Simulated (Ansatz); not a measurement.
# CH₆OSi: what the fields show

```xyz
9

Si    0.0195   -0.0218   -0.0222
C    -0.0212    0.0059    1.8592
H    -1.0415   -0.1103    2.2364
H     0.5811   -0.8130    2.2640
H     0.3796    0.9472    2.2436
H     1.4041    0.1550   -0.5193
O    -0.8555    1.2440   -0.6864
H    -1.7958    1.2367   -0.5933
H    -0.5216   -1.3242   -0.5042
```

Method: Ansatz 0.2.0, RHF/cc-pVDZ.

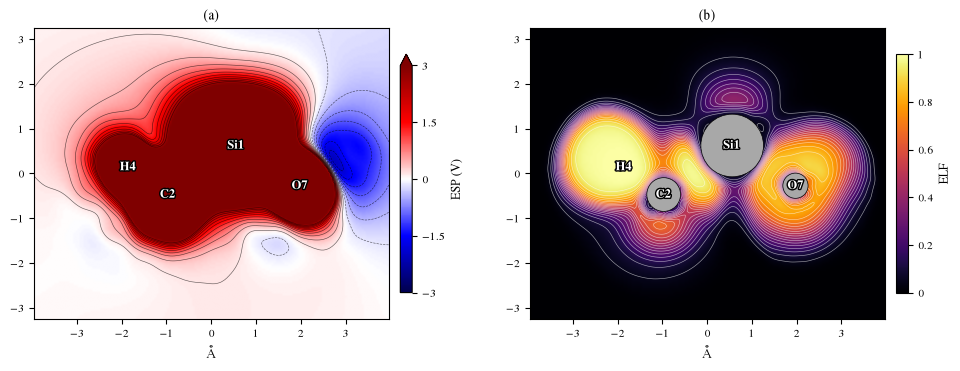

Figure 1. (a) molecular electrostatic potential; (b) electron localisation function on the plane of atoms Si1, C2 and H4. Grey discs cover the atomic cores in the ELF map.

What do the fields say about this system?

Answer. Atoms in the plane: Si, C, H and O.
Si–O (1.68 Å): the ELF peaks at about 0.90 between the atoms (a polar covalent bond).
C–Si (1.88 Å): the ELF peaks at about 1 between the atoms (a covalent bond).
C–H (1.09 Å): the ELF climbs to about 1 towards the hydrogen, as it does in any bond to H; a covalent bond by its length.
The ELF also peaks beside O7, away from the bonds: lone-pair regions.
Outside the dense part of the molecule the potential is most negative (−1.7 V) near O7.

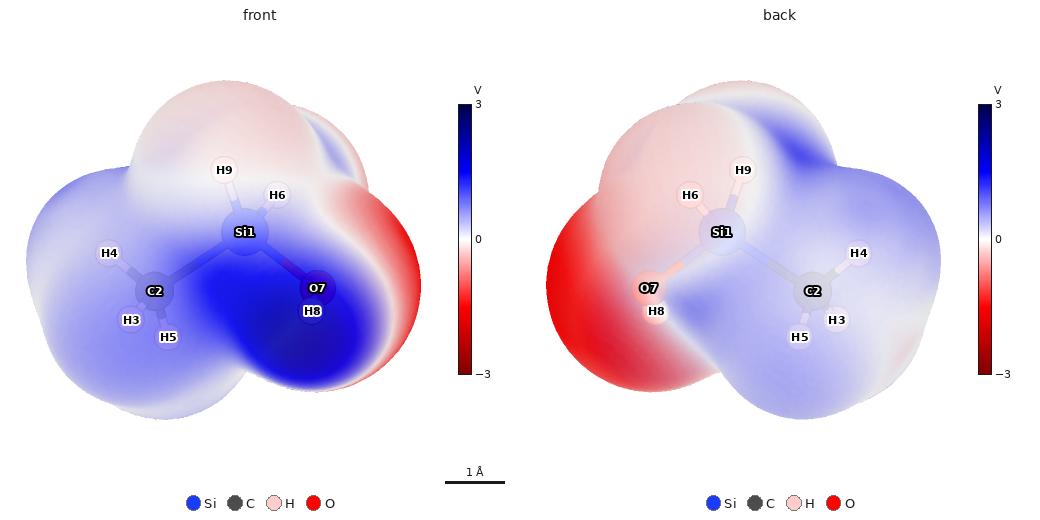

Figure 2. The molecular electrostatic potential painted on the density surface at 0.001 e/bohr³, seen from the front and from behind; the colour scale runs from red (negative) to blue (positive).

Describe the electrostatic potential map.

Answer. The most negative region (about −1.6 V) lies over O7, the most positive (about +2.1 V) over H8. O7 is the likeliest acceptor of a hydrogen bond.

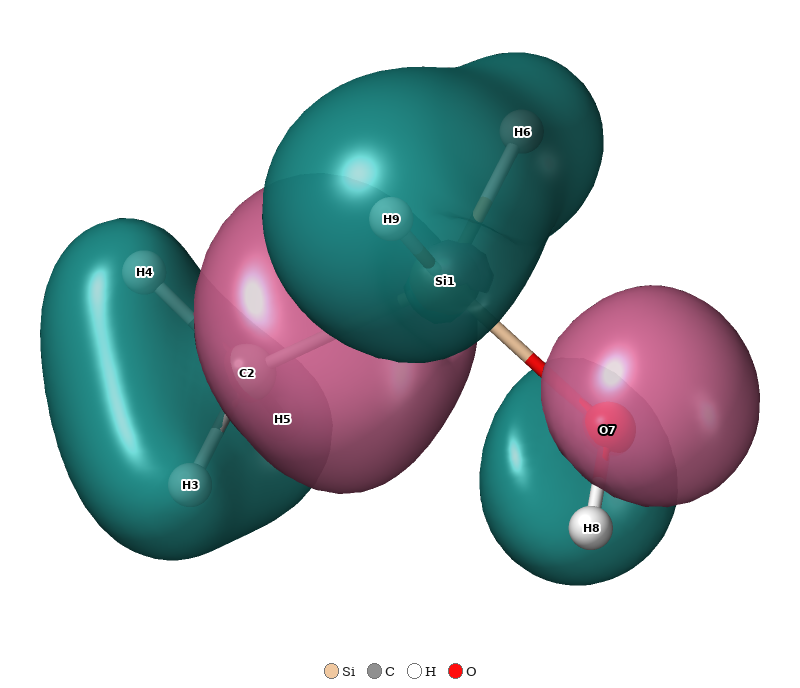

Figure 3. The HOMO at ±0.08 Å⁻³ᐟ² (teal and pink are the two phases), seen at a tilt.

Describe this orbital and give its energy.

Answer. It lies mainly on C2 (about 30 %), Si1 (about 25 %), O7 (about 20 %) and H9 (about 10 %). Its energy is −11.79 eV.
